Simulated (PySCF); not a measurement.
SMILES CC(C)C[SiH2]N (C₄H₁₃NSi), singlet at its GFN2-xTB optimised geometry (Å):

```
19

C     -0.4356    -1.7446     1.2113
C      0.0855    -0.9707     0.0000
C      1.6106    -0.9707     0.0000
C     -0.4678     0.4531     0.0000
Si     0.0061     1.4955    -1.5154
N     -1.0103     2.8867    -1.4428
H     -1.5234    -1.7755     1.2109
H     -0.1074    -1.2675     2.1331
H     -0.0651    -2.7679     1.2047
H     -0.2599    -1.4803    -0.9071
H      1.9873    -0.4150     0.8564
H      1.9952    -0.5078    -0.9049
H      1.9933    -1.9881     0.0558
H     -0.1321     0.9588     0.9073
H     -1.5570     0.3986     0.0689
H      1.3651     2.0384    -1.4552
H     -0.1353     0.6737    -2.7331
H     -0.8726     3.6178    -2.1205
H     -1.9952     2.7679    -1.2690
```

Method: PBE0/def2-SVP (PySCF). Cells within 0.4 Å of a nucleus heavier than hydrogen are left out (blank, or x).

Map of the deformation density (molecule minus spherical neutral atoms) (e/bohr³) on the plane z = 0.0 Å:

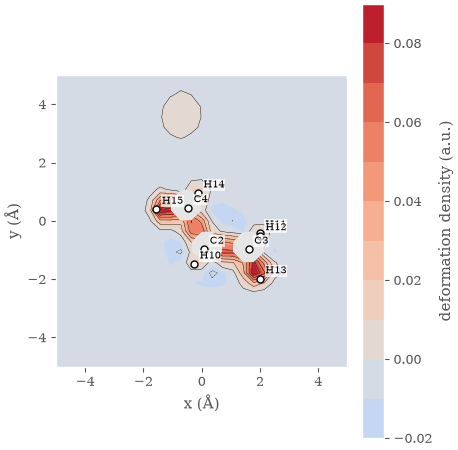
Fig. 1. Deformation density (molecule minus spherical neutral atoms) (e/bohr³) on the plane z = 0.0 Å.
